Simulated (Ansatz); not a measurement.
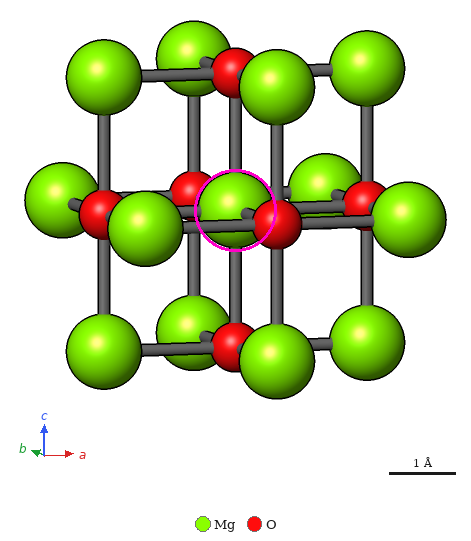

Perfect MgO. A ball-and-stick model of the atoms within 3.3 Å of one point, seen slightly off an axis.

The calculation used DFT, PBE, plane-wave PAW, default files, scalar-relativistic in Ansatz. (plane-wave cutoff 420 eV; k-point mesh 3 × 3 × 3; occupations fermi dirac; smearing width 0.01 eV; collinear spin) A uniform background neutralises the charged cell. The axes drawn are those of the host's conventional cell.

A magnesium atom is replaced by gadolinium at the ringed place, in charge state +1. The supercell has 54 sites, and the atoms are relaxed at the host's cell.

> How do the neighbours respond?

In the host the Mg atom has 6 O at 2.11 Å; the Gd atom ends with 6 O at 2.21 Å. Of the host's atoms, an oxygen atom moves furthest from its site, by 0.11 Å. The cell's net moment is 7.00 μB. Relaxing the atoms from the host's sites lowers the energy by 1.23 eV.

The relaxed defect, seen from the same direction:

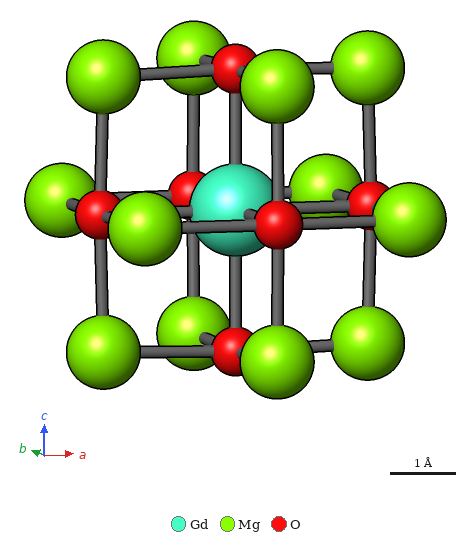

Limits of the set-up: the cell is charged, on a uniform background, and energies carry no finite-size correction.
